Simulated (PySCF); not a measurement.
```xyz
2

Yb    0.0000    0.0000   -0.0118
H     0.0000    0.0000    2.0392
```

Method: PBE0/x2c-TZVPall, spin-free X2C-1e, Gaussian nucleus, at a bond length of 2.051 Å in PySCF.

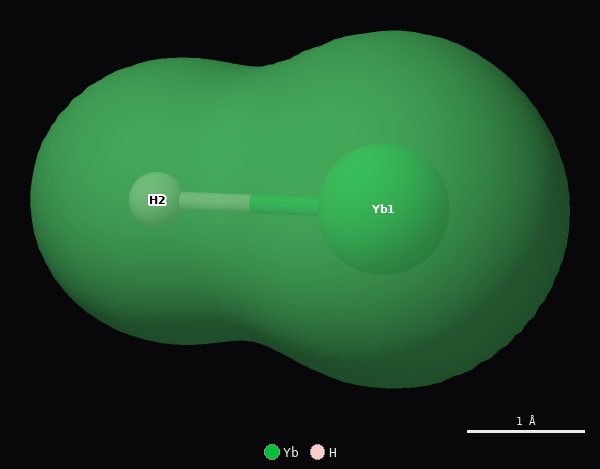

YbH (doublet). Isosurface of the electron density at 0.05 e/Å³ (green), seen from one side.

Question: What does this surface tell about the bonding?

Answer: At this value the surface is in one piece. It bridges the sampled Yb–H (2.05 Å) contact, where the density stays above the isovalue. On the grid the lowest density along these lines, outside the cores, is 0.4 e/Å³ (Yb–H, 2.05 Å).
